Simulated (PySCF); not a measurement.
**SbH₆⁻: the energy surface near the minimum**

How stiff is SbH₆⁻ (singlet) against rigid distortions? The scans start from its PBE0 minimum.

Method: PBE0, basis Sb def2-TZVPD with ECP28, H def2-TZVPD, scalar-relativistic core potentials, no spin–orbit coupling, density fitting; program: PySCF 2.14.0.

## 1. The system as given

7 atoms, charge -1, spin multiplicity 1.

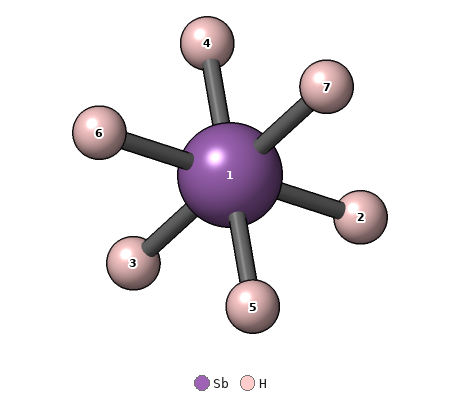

As it starts; antimony purple, hydrogen pink; atoms are numbered from 1 in the order of the file.

```xyz
7
charge -1 multiplicity 1
Sb    0.0000    0.0000    0.0000
H     1.2729   -0.7333    1.0387
H    -0.0009    1.4693    1.0383
H    -1.2715   -0.7351    1.0392
H     1.2715    0.7351   -1.0392
H    -1.2729    0.7333   -1.0387
H     0.0009   -1.4693   -1.0383
```

## 2. Breathing scan

One driver script runs all scans and calls PySCF for each point, on a (75, 302) grid.

Launch:

```console
OMP_NUM_THREADS=2 python axn.py task.json out
```

A rigid scan with PBE0: all bonds to the central atom are scaled together. Each point starts from its neighbour's orbitals, and energies count from the minimum. Dipoles of the ion refer to the centre of mass.

```tsv
scale of all bonds to the centre	energy (kJ/mol)
0.88	216.4
0.92	86.3
0.96	19.5
1.00	0.0
1.04	15.7
1.08	56.9
1.14	150.8
1.22	309.2
1.35	588.3
```

The scan needed 12 s of wall time on 2 threads of Arm Neoverse V2, shared host.

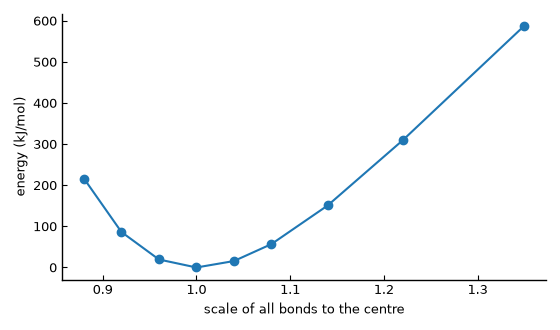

Energy along the scan.

## 3. Stretching one bond

A rigid scan with PBE0: the bond from Sb to the last atom (H) is scaled and the rest held.

```tsv
scale of one bond	energy (kJ/mol)	dipole size (D)
0.92	11.0	0.54
0.96	2.4	0.29
1.00	0.0	0.00
1.05	2.9	0.39
1.12	14.1	0.99
1.20	32.1	1.74
1.35	70.3	3.21
1.55	117.5	5.19
1.80	163.4	7.49
2.20	211.1	10.56
```

The scan took 16 s.

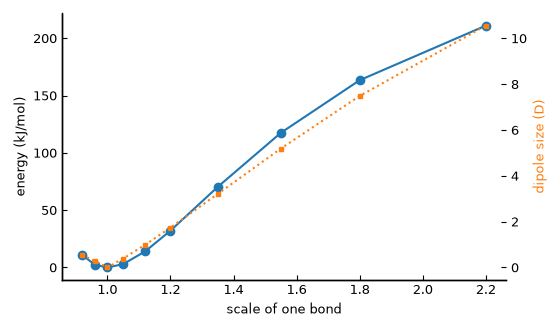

Energy (circles) and dipole moment (squares) along the scan.

A restricted determinant lies too high at long bonds, where the pair should uncouple.

## 4. Trigonal twist

A rigid scan with PBE0: D3 path, twist of the two triangles (60 octahedral, 0 prismatic), bonds and polar angle fixed.

```tsv
twist angle (°)	energy (kJ/mol)
0	174.0
10	159.8
20	123.6
30	78.6
40	37.6
50	9.8
60	0.0
```

The scan took 9.7 s.

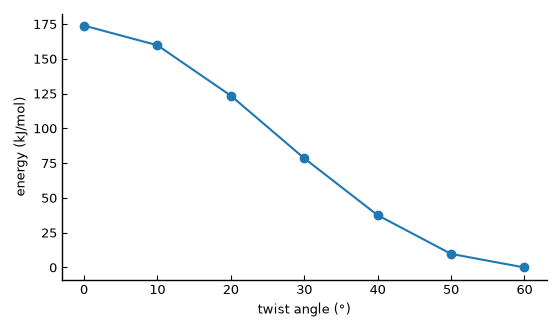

Energy along the scan.

## 5. Outcome

```
                   quantity         value
       all bonds 4 % longer   15.7 kJ/mol
       one bond 20 % longer   32.1 kJ/mol
prismatic shape, bonds held  174.0 kJ/mol
```

The well is lopsided, 19.5 kJ/mol for 4 % shorter bonds against 15.7 for 4 % longer ones. Held rigid otherwise, the prismatic shape costs 174 kJ/mol.  Spin–orbit coupling is left out.
